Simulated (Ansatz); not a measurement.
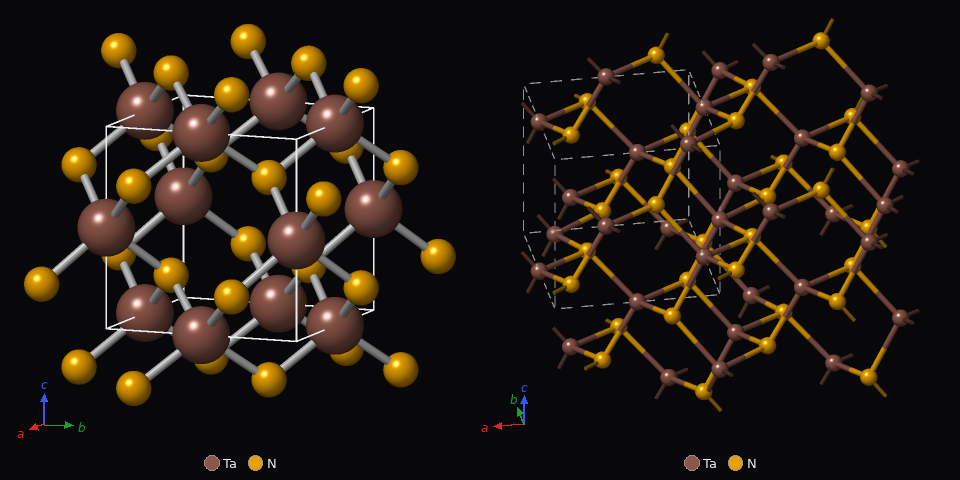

Left: the structure. Right: its underlying net. Nodes are coloured by element. Short stubs are edges that leave the cut-out.

Ta3N4 (space group P-43m, No. 215): the end point of a relaxation with DFT PBE, scalar-relativistic, plane waves, PAW in Ansatz 0.2.0; the starting structure was generated, so it need not be a known form of this composition.

Bonds are taken as N–Ta below 2.3 Å. The graph is simplified in the usual way: terminal and isolated atoms are pruned, two-connected atoms become edges.

The result is a binodal (3,4)-connected, three-periodic net: N is a 3-connected node; Ta is a 4-connected node, in the ratio 4:3. It is a single net, without interpenetration.

| node | links | point symbol | coordination sequence |
| --- | --- | --- | --- |
| N | 3 | 6³ | 3 9 15 33 45 84 90 152 150 240 |
| Ta | 4 | 6²·8⁴ | 4 8 20 30 60 68 120 126 200 180 |
